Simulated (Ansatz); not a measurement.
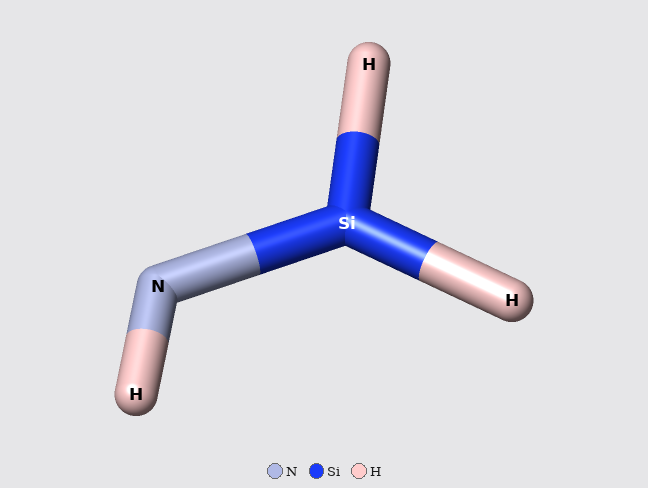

The picture shows a molecular structure as a stick model.

The computed structure is the end point of a PBE0-D4/def2-TZVP optimisation. No frequency run is at hand to confirm it as a minimum.

Identify the structure.

The molecule is H₃NSi. This geometry has Cs symmetry. All atoms lie on one plane. Coordination: 1 N bent; 1 Si trigonal planar.

The parts below concern this one geometry. Atoms keep their numbers from picture to picture.

### Dipole moment

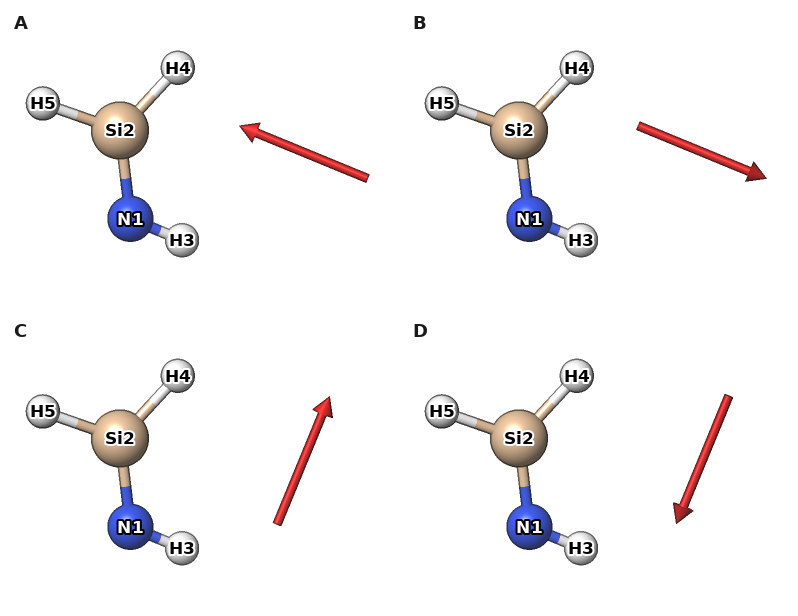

The same molecule four times, each with an arrow. No frequency run is at hand to confirm it as a minimum. Level of theory: RKS PBE0-D4/def2-TZVP (Ansatz 0.2.0).

**Which arrow points along the dipole moment, from the negative to the positive end?**

C. The dipole moment is 2.43 D; it points from the side of N1, H3 to the side of H4 (the outermost atoms at the two ends).

### Electronic properties

No frequency run is at hand to confirm it as a minimum. Level of theory: RKS PBE0-D4/def2-TZVPP (Ansatz 0.2.0).

What does the calculation give?

- HOMO energy (Kohn–Sham orbital): −7.63 eV
- LUMO energy (Kohn–Sham orbital): −1.67 eV
- HOMO–LUMO gap: 5.96 eV

### Charges

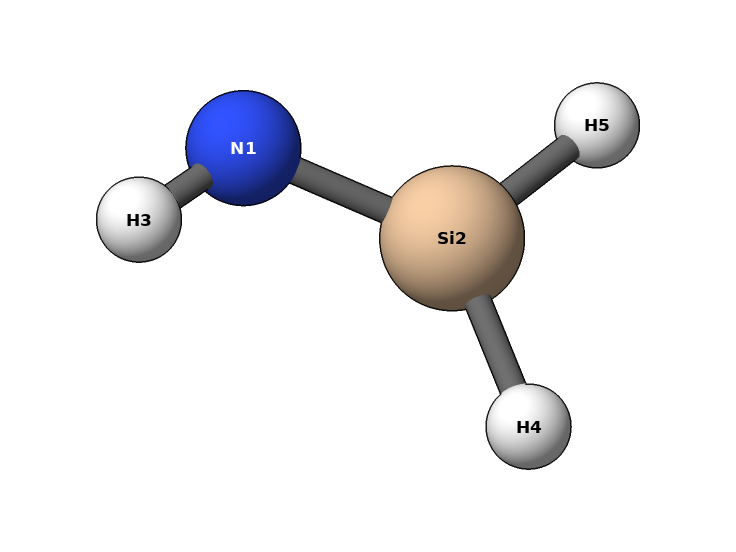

The questions are on Mulliken charges. No frequency run is at hand to confirm it as a minimum. Method: RKS PBE0-D4/def2-TZVP (Ansatz 0.2.0).

List the Mulliken charges.

```json
{"atom": "N1", "value (e)": "−0.54"}
{"atom": "Si2", "value (e)": "0.31"}
{"atom": "H3", "value (e)": "0.22"}
{"atom": "H4", "value (e)": "−0.01"}
{"atom": "H5", "value (e)": "0.01"}
```

Mulliken values depend strongly on the basis set and can even reverse the polarity of a bond.
